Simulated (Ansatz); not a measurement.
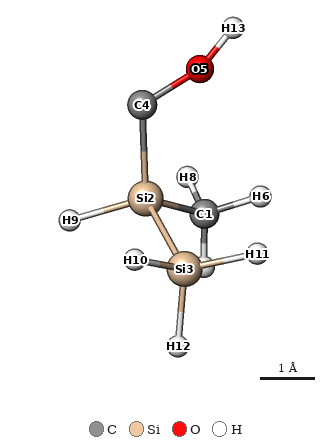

**Figure 1.** The starting structure (ball-and-stick view, seen at an oblique angle; atoms are numbered from 1 in the order of the input). Bond lengths as drawn: C–H 1.06 to 1.15 Å, C–O 1.28 Å, C–Si 1.81 to 1.89 Å, H–O 0.99 Å, H–Si 1.45 to 1.54 Å and Si–Si 2.29 Å.

Geometry relaxation, with input and output: C₂H₈OSi₂ (part 1 of 2)

C₂H₈OSi₂, computed with RKS PBE-D4/def2-SVP (Ansatz 0.2.0).

It belongs to a series of runs on one base structure; here: end point B relaxed. Figures and captions count atoms from 1; the log counts them from 0 in places.

Input file:
```yaml
crystal:
  periodic: [false, false, false]
  atoms:
    - { symbol: C, position_ang: [-1.6002, 0.0996, 0.7405] }
    - { symbol: Si, position_ang: [0.1522, 0.4082, 0.4202] }
    - { symbol: Si, position_ang: [1.0669, -1.5466, -0.3491] }
    - { symbol: C, position_ang: [0.5782, 1.7042, -0.89] }
    - { symbol: O, position_ang: [-0.3016, 1.8351, -1.8091] }
    - { symbol: H, position_ang: [-2.1699, -0.1502, -0.1838] }
    - { symbol: H, position_ang: [-1.7875, -0.6239, 1.492] }
    - { symbol: H, position_ang: [-2.085, 1.0817, 1.0768] }
    - { symbol: H, position_ang: [0.8144, 0.8192, 1.7469] }
    - { symbol: H, position_ang: [2.5507, -1.3394, -0.5788] }
    - { symbol: H, position_ang: [0.433, -2.0254, -1.5589] }
    - { symbol: H, position_ang: [0.9851, -2.6005, 0.7165] }
    - { symbol: H, position_ang: [-0.75838, 2.20523, -2.60563] }
basis:
  gaussian: { orbitals: def2-SVP }
hamiltonian:
  xc: pbe
  dispersion: d4
relax:
  f_tol: 0.02
  max_steps: 50
```

Hardware: 2 threads of Intel Xeon @ 2.90GHz (Ice Lake), 64 GiB of memory available, shared host.

Launched with:
```bash
ansatz run input.yaml --threads 2 --pin off --max-ram 3072MiB --backend cpu --events-out ev --progress --plain --runs-dir out
```

The program's output:
```
The last accepted step is kept in [file] (removed where the run ends without a failure and the disk answers)
Engine: ansatz 0.2.0, x86_64-unknown-linux-gnu
Functional definition: PBE
  parameter kappa = 0.804
  parameter beta = 0.06672455060314922
  exchange = pbe_x(kappa = kappa, mu = beta*pi^2/3)
  correlation = pbe_c(beta = beta)
1315 factors; their error is unknown
mean field evaluation 1: about -19970.9265 eV, gradient 6.4e1 eV
mean field evaluation 2: about -19953.7481 eV, gradient 9.8e1 eV
mean field evaluation 4: about -19980.2581 eV, gradient 1.1e1 eV
mean field evaluation 8: about -19980.5731 eV, gradient 1.5e-1 eV
mean field evaluation 16: about -19980.4783 eV, gradient 4.2e-4 eV
mean field -19980.47832685 eV, -734.2690352570 hartree, gradient 3.7e-5 eV, S^2 0.000000; 0 other end points of the search recorded, 0 dependent functions left out
the calculation of the forces begins
reference -19980.47836660 eV, -734.2690367178 hartree; 28, 28 occupied and 90, 90 virtual orbitals, 1315 factors
relax step   1: F+E_penalty+E_count = -19980.77483177 eV  Δ(F+E_penalty+E_count) = +0.000e0 eV  max|allowed force component| = 3.815e0 eV/Å  Δτ_max = 0.0000 Å  (32 SCF iters, accepted)
these checks for a lower state are left out or cut short: starts, cluster_reference, orbital_swaps, neighbouring_geometries, increment
1315 factors; their error is unknown
mean field -19981.09445625 eV, -734.2916775950 hartree, gradient 9.3e-6 eV, S^2 0.000000; 0 other end points of the search recorded, 0 dependent functions left out
[... from here on the field's lines of each further geometry are left out, up to the last ...]
relax step   2: F+E_penalty+E_count = -19981.38328865 eV  Δ(F+E_penalty+E_count) = -6.085e-1 eV  max|allowed force component| = 2.856e0 eV/Å  Δτ_max = 0.1554 Å  (36 SCF iters, accepted)
relax step   3: F+E_penalty+E_count = -19981.93830105 eV  Δ(F+E_penalty+E_count) = -5.550e-1 eV  max|allowed force component| = 2.029e0 eV/Å  Δτ_max = 0.1954 Å  (35 SCF iters, accepted)
relax step   4: F+E_penalty+E_count = -19982.32584449 eV  Δ(F+E_penalty+E_count) = -3.875e-1 eV  max|allowed force component| = 7.807e-1 eV/Å  Δτ_max = 0.2000 Å  (36 SCF iters, accepted)
relax step   5: F+E_penalty+E_count = -19982.36134554 eV  Δ(F+E_penalty+E_count) = -3.550e-2 eV  max|allowed force component| = 1.569e-1 eV/Å  Δτ_max = 0.1229 Å  (30 SCF iters, accepted)
relax step   6: F+E_penalty+E_count = -19982.34999045 eV  Δ(F+E_penalty+E_count) = +1.136e-2 eV  max|allowed force component| = 2.728e-1 eV/Å  Δτ_max = 0.0903 Å  (29 SCF iters, rejected (line search))
relax step   7: F+E_penalty+E_count = -19982.36904781 eV  Δ(F+E_penalty+E_count) = -7.702e-3 eV  max|allowed force component| = 4.936e-2 eV/Å  Δτ_max = 0.0438 Å  (29 SCF iters, accepted)
relax step   8: F+E_penalty+E_count = -19982.37517889 eV  Δ(F+E_penalty+E_count) = -6.131e-3 eV  max|allowed force component| = 8.105e-2 eV/Å  Δτ_max = 0.1000 Å  (30 SCF iters, accepted)
relax step   9: F+E_penalty+E_count = -19982.37818681 eV  Δ(F+E_penalty+E_count) = -3.008e-3 eV  max|allowed force component| = 2.251e-1 eV/Å  Δτ_max = 0.1177 Å  (30 SCF iters, accepted)
relax step  10: F+E_penalty+E_count = -19982.37839016 eV  Δ(F+E_penalty+E_count) = -2.033e-4 eV  max|allowed force component| = 1.892e-1 eV/Å  Δτ_max = 0.0233 Å  (30 SCF iters, accepted)
relax step  11: F+E_penalty+E_count = -19982.37658565 eV  Δ(F+E_penalty+E_count) = +1.805e-3 eV  max|allowed force component| = 1.709e-1 eV/Å  Δτ_max = 0.0491 Å  (31 SCF iters, rejected (line search))
relax step  12: F+E_penalty+E_count = -19982.37999170 eV  Δ(F+E_penalty+E_count) = -1.602e-3 eV  max|allowed force component| = 4.345e-2 eV/Å  Δτ_max = 0.0237 Å  (32 SCF iters, accepted)
relax step  13: F+E_penalty+E_count = -19982.38062918 eV  Δ(F+E_penalty+E_count) = -6.375e-4 eV  max|allowed force component| = 2.957e-2 eV/Å  Δτ_max = 0.0529 Å  (30 SCF iters, accepted)
relax step  14: F+E_penalty+E_count = -19982.38146417 eV  Δ(F+E_penalty+E_count) = -8.350e-4 eV  max|allowed force component| = 6.505e-2 eV/Å  Δτ_max = 0.0729 Å  (30 SCF iters, accepted)
relax step  15: F+E_penalty+E_count = -19982.38185350 eV  Δ(F+E_penalty+E_count) = -3.893e-4 eV  max|allowed force component| = 6.319e-2 eV/Å  Δτ_max = 0.0468 Å  (31 SCF iters, accepted)
relax step  16: F+E_penalty+E_count = -19982.38223549 eV  Δ(F+E_penalty+E_count) = -3.820e-4 eV  max|allowed force component| = 5.931e-2 eV/Å  Δτ_max = 0.0402 Å  (30 SCF iters, accepted)
relax step  17: F+E_penalty+E_count = -19982.38273093 eV  Δ(F+E_penalty+E_count) = -4.954e-4 eV  max|allowed force component| = 5.071e-2 eV/Å  Δτ_max = 0.0423 Å  (30 SCF iters, accepted)
relax step  18: F+E_penalty+E_count = -19982.38308371 eV  Δ(F+E_penalty+E_count) = -3.528e-4 eV  max|allowed force component| = 5.193e-2 eV/Å  Δτ_max = 0.0698 Å  (31 SCF iters, accepted)
relax step  19: F+E_penalty+E_count = -19982.38328741 eV  Δ(F+E_penalty+E_count) = -2.037e-4 eV  max|allowed force component| = 6.345e-2 eV/Å  Δτ_max = 0.0428 Å  (30 SCF iters, accepted)
relax step  20: F+E_penalty+E_count = -19982.38346588 eV  Δ(F+E_penalty+E_count) = -1.785e-4 eV  max|allowed force component| = 4.053e-2 eV/Å  Δτ_max = 0.0067 Å  (31 SCF iters, accepted)
relax step  21: F+E_penalty+E_count = -19982.38363661 eV  Δ(F+E_penalty+E_count) = -1.707e-4 eV  max|allowed force component| = 2.141e-2 eV/Å  Δτ_max = 0.0206 Å  (31 SCF iters, accepted)
relax step  22: F+E_penalty+E_count = -19982.38372562 eV  Δ(F+E_penalty+E_count) = -8.901e-5 eV  max|allowed force component| = 1.084e-2 eV/Å  Δτ_max = 0.0183 Å  (32 SCF iters, accepted)
the calculation of the forces begins
reference -19982.09525054 eV, -734.3284561069 hartree; 28, 28 occupied and 90, 90 virtual orbitals, 1315 factors
relax step  23: F+E_penalty+E_count = -19982.38377366 eV  Δ(F+E_penalty+E_count) = -4.804e-5 eV  max|allowed force component| = 7.447e-3 eV/Å  Δτ_max = 0.0322 Å  (30 SCF iters, accepted)
1315 factors; their error is unknown
mean field evaluation 192: about -19982.0952 eV, gradient 5.0e-2 eV
```

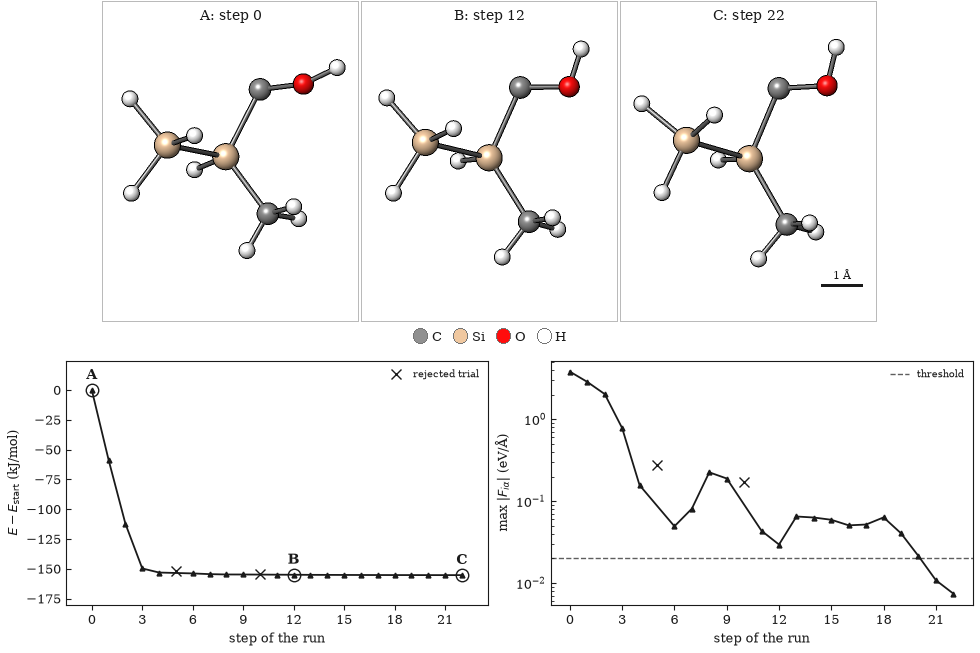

**Figure 2.** Frames of the relaxation (ball-and-stick view, seen at a tilt) above the curves, on which the letters mark them (the first geometry is step 0 here and step 1 in the log).

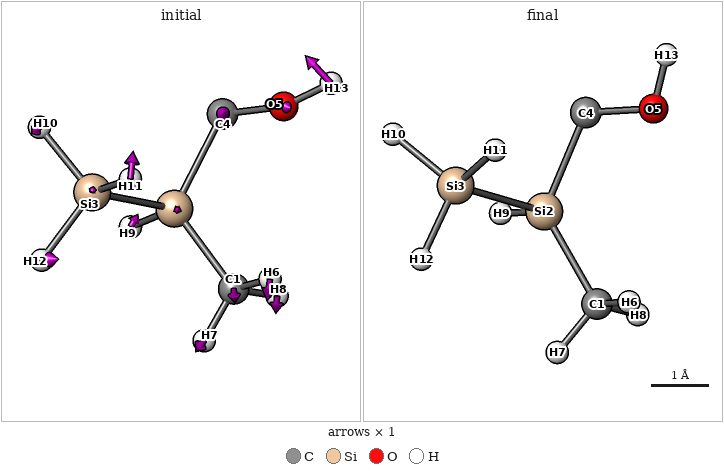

**Figure 3.** Before (left) and after (right) the relaxation, at one scale (ball-and-stick view, seen at a tilt). The pink arrows give the displacements, at true length. The atom that moves furthest after the best rigid fit is H13 (0.69 Å). By element the largest moves are H 0.69 Å, C 0.32 Å, O 0.25 Å, Si 0.15 Å. Among the contacts that change: C1–Si2 1.808 → 1.905 Å, Si2–Si3 2.291 → 2.374 Å, Si3–H11 1.447 → 1.508 Å, C1–H7 1.060 → 1.110 Å. Among the angles that change: C4–O5–H13 159.0° → 108.0°, Si3–Si2–C4 105.2° → 91.9°, C1–Si2–C4 117.3° → 126.3°. The energy falls by 155.2 kJ/mol in 22 geometry steps. The largest force component goes from 3.8 to 0.0074 eV/Å. The line search rejected the trial steps at points 5, 10 (counted from 0) and went back. (Atoms are counted from 1 in the order of the input.)

```
mean field -19982.09521036 eV, -734.3284546302 hartree, gradient 1.1e-5 eV, S^2 0.000000; 1 other end points of the search recorded, 0 dependent functions left out
the calculation of the forces begins
reference -19982.09525054 eV, -734.3284561069 hartree; 28, 28 occupied and 90, 90 virtual orbitals, 1315 factors
Total energy: -19982.38381384 eV, -734.3390606125 hartree
Atom 0 at    -1.760827     0.091024     0.983506 Å, force     0.002911     0.001009    -0.001569 eV/Å
Atom 1 at     0.015484     0.473692     0.411546 Å, force     0.000094    -0.002513     0.003319 eV/Å
Atom 2 at     1.131285    -1.454361    -0.408585 Å, force     0.001990    -0.004168    -0.002178 eV/Å
Atom 3 at     0.511463     1.489549    -1.116785 Å, force    -0.003800    -0.001446     0.002372 eV/Å
Atom 4 at    -0.470462     1.743764    -1.963490 Å, force     0.007447     0.005317    -0.005459 eV/Å
Atom 5 at    -2.365125    -0.301613     0.141089 Å, force    -0.000715    -0.000587     0.001574 eV/Å
Atom 6 at    -1.763571    -0.664242     1.796337 Å, force     0.000018     0.002100    -0.002303 eV/Å
Atom 7 at    -2.254044     1.008994     1.363631 Å, force    -0.000209    -0.001047    -0.000207 eV/Å
Atom 8 at     0.850659     1.010741     1.544739 Å, force    -0.000390     0.000166     0.000201 eV/Å
Atom 9 at     2.628022    -1.342275    -0.322549 Å, force    -0.003807     0.000417    -0.000511 eV/Å
Atom 10 at     0.742247    -1.702196    -1.844092 Å, force     0.000852     0.001074     0.002589 eV/Å
Atom 11 at     0.693830    -2.656088     0.394747 Å, force     0.000644     0.003902    -0.001200 eV/Å
Atom 12 at    -0.081041     2.170241    -2.762524 Å, force    -0.005036    -0.004224     0.003373 eV/Å
Dipole moment:    -0.365884     0.153458    -0.203803 e Å
```

Trajectory as extended XYZ (Å, eV, eV/Å), 23 frames, from step=1 to step=23:
```
13
Properties=species:S:1:pos:R:3:forces:R:3 step=1 energy=-19980.77483
C    -1.6002    0.0996    0.7405   -2.2458   2.0284  -0.7743
Si    0.1522    0.4082    0.4202    1.0401   0.3495   0.6729
Si    1.0669   -1.5466   -0.3491    1.3860  -0.0043   0.8251
C     0.5782    1.7042   -0.8900    2.4747   1.4351   0.0934
O    -0.3016    1.8351   -1.8091   -3.8148  -1.3591  -1.1278
H    -2.1699   -0.1502   -0.1838    0.1862  -0.2093   0.0911
H    -1.7875   -0.6239    1.4920   -0.4044  -1.2533   1.2077
H    -2.0850    1.0817    1.0768    0.4058  -0.8216  -0.0788
H     0.8144    0.8192    1.7469   -0.0483  -0.0985  -0.5304
H     2.5507   -1.3394   -0.5788   -0.1351  -0.0827  -0.1481
H     0.4330   -2.0254   -1.5589   -0.5195  -0.3437  -0.9398
H     0.9851   -2.6005    0.7165   -0.1364  -0.1472   0.0599
H    -0.7584    2.2052   -2.6056    1.8117   0.5067   0.6490
13
Properties=species:S:1:pos:R:3:forces:R:3 step=2 energy=-19981.38329
C    -1.7094    0.1537    0.7698   -0.9736   0.4685  -0.1803
Si    0.0991    0.3816    0.4042    0.7728   0.3191   0.3615
Si    1.2022   -1.5648   -0.3295    0.1715  -0.0216   0.1369
C     0.6159    1.6542   -0.9358    1.2008   0.8531  -0.9727
O    -0.3689    1.8584   -1.7711   -2.8560  -1.5385   0.7419
H    -2.2708   -0.1285   -0.1473    0.0734  -0.0586   0.0506
H    -1.9173   -0.5880    1.5476   -0.0680  -0.3648   0.3059
H    -2.1547    1.1254    1.1141    0.2383  -0.2956  -0.0783
H     0.8440    0.7960    1.6588   -0.0796   0.0138  -0.0911
H     2.6738   -1.4089   -0.6433   -0.1625   0.0792   0.0726
H     0.5105   -2.0258   -1.5632   -0.1341  -0.1914  -0.3227
H     1.0523   -2.6410    0.7183    0.0015   0.0021  -0.0166
H    -0.6989    2.2549   -2.6050    1.8156   0.7347  -0.0076
13
Properties=species:S:1:pos:R:3:forces:R:3 step=3 energy=-19981.93830
C    -1.7927    0.1801    0.7930    0.4539  -1.0044   0.2628
Si    0.0878    0.4061    0.4283    0.3948  -0.2056  -0.4972
Si    1.2678   -1.5744   -0.3210   -0.8100  -0.0843  -0.2962
C     0.6862    1.5316   -1.0707   -2.0288   0.6612  -1.1839
O    -0.4967    1.8512   -1.7062    0.2006  -0.3594   0.5107
H    -2.3183   -0.1511   -0.1269    0.0285   0.1349   0.0195
H    -2.0068   -0.5909    1.5964    0.2930   0.4810  -0.5014
H    -2.2083    1.1320    1.1348   -0.2304   0.4625   0.0652
H     0.8819    0.8539    1.6172   -0.0068   0.1109   0.2178
H     2.7224   -1.4060   -0.6709   -0.0485   0.0886   0.1581
H     0.5527   -2.0666   -1.5915    0.2340   0.1219   0.3470
H     1.0769   -2.6670    0.7153    0.1407   0.0992  -0.0881
H    -0.5750    2.3684   -2.5802    1.3790  -0.5064   0.9856
13
Properties=species:S:1:pos:R:3:forces:R:3 step=4 energy=-19982.32584
C    -1.7424    0.1676    0.8005    0.1725   0.0905  -0.1714
Si    0.1122    0.3947    0.4213    0.2892   0.1493  -0.0195
Si    1.1887   -1.5750   -0.3443   -0.0950   0.0288   0.0534
C     0.5524    1.5884   -1.0842    0.2494  -0.5143   0.7807
O    -0.5898    1.7736   -1.7019   -0.5394  -0.0340  -0.3006
H    -2.2621   -0.1092   -0.1372   -0.0608  -0.0627  -0.0203
H    -1.9538   -0.5967    1.5728    0.0283  -0.0029   0.0182
H    -2.1550    1.1425    1.1271   -0.0574   0.0045   0.0935
H     0.8794    0.8615    1.6374   -0.0181  -0.0120  -0.0392
H     2.6466   -1.3114   -0.6011    0.0082  -0.0114  -0.0083
H     0.5453   -2.0534   -1.6225    0.0181   0.0022   0.0064
H     1.0687   -2.6799    0.6773    0.0001   0.0173  -0.0233
H    -0.4123    2.2646   -2.5276    0.0050   0.3447  -0.3696
13
Properties=species:S:1:pos:R:3:forces:R:3 step=5 energy=-19982.36135
C    -1.7241    0.1580    0.7865    0.1569  -0.0546   0.0692
Si    0.1292    0.4267    0.4212   -0.1232   0.0342  -0.0489
Si    1.1665   -1.5635   -0.3227    0.0270  -0.0081  -0.0308
C     0.5329    1.5882   -1.0730   -0.0247   0.0044   0.0166
O    -0.5921    1.7770   -1.7495    0.0088  -0.0143  -0.0221
H    -2.2547   -0.0887   -0.1549    0.0152  -0.0248  -0.0063
H    -1.8747   -0.6676    1.5110   -0.0718   0.0131  -0.0018
H    -2.1787    1.0803    1.2000    0.0056   0.0088   0.0341
H     0.8992    0.8978    1.6318   -0.0301   0.0228  -0.0563
H     2.6308   -1.3513   -0.5927    0.0063   0.0010   0.0060
H     0.5137   -2.0455   -1.5929   -0.0151   0.0055  -0.0076
H     1.0241   -2.6529    0.7093   -0.0160   0.0030   0.0193
H    -0.3939    2.3086   -2.5565    0.0610   0.0089   0.0287
13
Properties=species:S:1:pos:R:3:forces:R:3 step=6 energy=-19982.34999 accepted=F
C    -1.7079    0.1230    0.8206   -0.1543   0.0830  -0.1522
Si    0.1195    0.4134    0.4036    0.1128  -0.0436   0.2728
Si    1.1716   -1.5701   -0.3359    0.0207   0.0699   0.0405
C     0.5235    1.6034   -1.0544   -0.1031  -0.0829  -0.0401
O    -0.5772    1.7700   -1.7722   -0.0219   0.0454  -0.0989
H    -2.2185   -0.1071   -0.1352   -0.1380   0.0020  -0.0281
H    -1.9589   -0.6792    1.5415    0.2185  -0.0627   0.0272
H    -2.1367    1.0676    1.2102   -0.0581   0.0478  -0.0019
H     0.8712    0.9583    1.5880    0.0809  -0.0437   0.0415
H     2.6386   -1.3567   -0.5931   -0.0141  -0.0320  -0.0173
H     0.5046   -2.0336   -1.6062    0.0210  -0.0219   0.0006
H     1.0085   -2.6458    0.7086    0.0017  -0.0076  -0.0247
H    -0.3604    2.3242   -2.5578    0.0339   0.0464  -0.0196
```
